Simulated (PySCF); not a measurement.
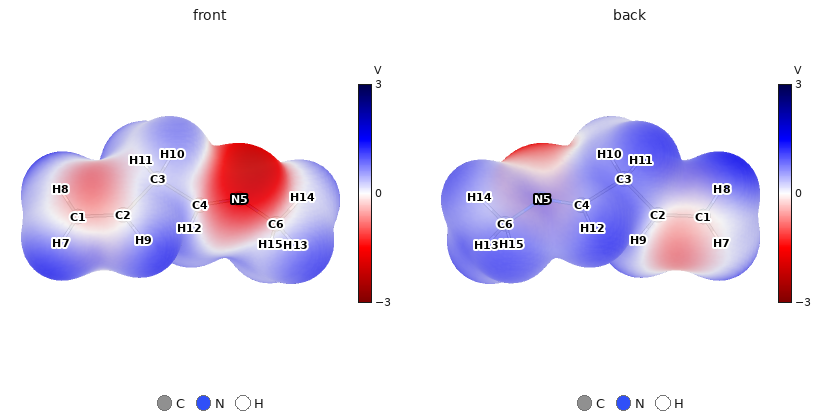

C5H9N (SMILES C=CC/C=N/C). The molecular electrostatic potential painted on the density surface at 0.004 e/bohr³, seen from the front and from behind; the colour scale runs from red (negative) to blue (positive).

Geometry: GFN2-xTB, MD frame at 250 fs, 200 K.

All numbers below come from PBE0/pcSseg-1, SCF density, gas phase, non-relativistic in PySCF 2.14.0.

```yaml
atoms:
  - { symbol: C, position_ang: [-2.9862, -0.1935, -0.0082] }
  - { symbol: C, position_ang: [-1.7434, -0.0053, 0.4094] }
  - { symbol: C, position_ang: [-0.6553, 0.8443, -0.3330] }
  - { symbol: C, position_ang: [0.6349, 0.0422, -0.3670] }
  - { symbol: N, position_ang: [1.6711, 0.4182, 0.2002] }
  - { symbol: C, position_ang: [2.8275, -0.3868, 0.0308] }
  - { symbol: H, position_ang: [-3.5744, -0.8017, 0.6331] }
  - { symbol: H, position_ang: [-3.3997, 0.3775, -0.8498] }
  - { symbol: H, position_ang: [-1.3001, -0.4623, 1.3180] }
  - { symbol: H, position_ang: [-0.3801, 1.7694, 0.2346] }
  - { symbol: H, position_ang: [-0.9876, 1.0966, -1.3289] }
  - { symbol: H, position_ang: [0.4909, -0.8703, -1.0181] }
  - { symbol: H, position_ang: [3.2490, -0.7379, 0.9650] }
  - { symbol: H, position_ang: [3.6147, 0.2880, -0.3566] }
  - { symbol: H, position_ang: [2.8210, -1.2270, -0.6489] }
```

**Which sites attract a positive test charge, and which a negative one?**

A positive charge is drawn to the negative regions and a negative charge to the positive ones. The most negative region (about −2.0 V) lies over N5, the most positive (about +1.2 V) over H8. N5 is the likeliest acceptor of a hydrogen bond.
